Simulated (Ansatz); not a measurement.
Input

```
crystal:
  periodic: [false, false, false]
  atoms:
    - {symbol: B, position_ang: [-2.804407, 0.100204, 0.484991]}
    - {symbol: Cl, position_ang: [-0.369328, 2.012783, -2.163880]}
    - {symbol: O, position_ang: [-3.969093, 0.403230, 0.602696]}
    - {symbol: Si, position_ang: [-0.365429, -0.100758, -2.192358]}
    - {symbol: Si, position_ang: [-0.901313, -0.404997, 0.179569]}
    - {symbol: H, position_ang: [-0.056027, 0.446287, 1.062059]}
    - {symbol: H, position_ang: [-0.755203, -1.828995, 0.594478]}
basis:
  gaussian: {orbitals: def2-TZVPD}
hamiltonian: {xc: {name: PBE0}}
output: {forces: true, orbitals: {seedname: orbitals}}
```

Launched as:

```sh
ansatz run input.yaml --threads 1 --pin off --max-ram 2610MiB --events-out events.jsonl --progress --plain --runs-dir runs
```

Geometry: B3LYP/6-31G*.

The calculation used isolated molecule in a Gaussian basis; Kohn-Sham density functional theory, functional PBE0 (Ansatz 0.2.0).

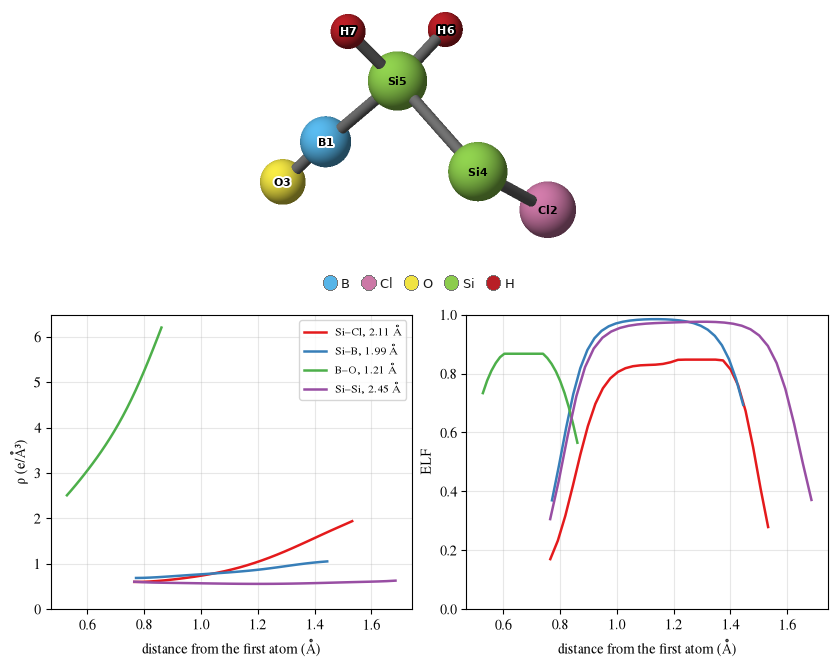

BClH2OSi2. Electron density and ELF along straight lines between neighbouring atoms. The curves leave out the atomic cores. The structure is drawn too.

> What can be read from the curves?

Si–Cl (2.11 Å): the density is about 0.8 e/Å³ at the midpoint; the ELF peaks at about 0.85 between the atoms: a shared but strongly polarised pair.
Si–B (1.99 Å): ρ is about 0.77 e/Å³ halfway; the ELF peaks at about 1 between the atoms; a shared electron pair.
B–O (1.21 Å): ρ at the midpoint is about 3.1 e/Å³; the ELF peaks at about 0.85 between the atoms (a short, strongly polar bond).
Si–Si (2.45 Å): the density is about 0.56 e/Å³ at the midpoint; the ELF peaks at about 1 between the atoms, as expected for localised, covalent bonding.
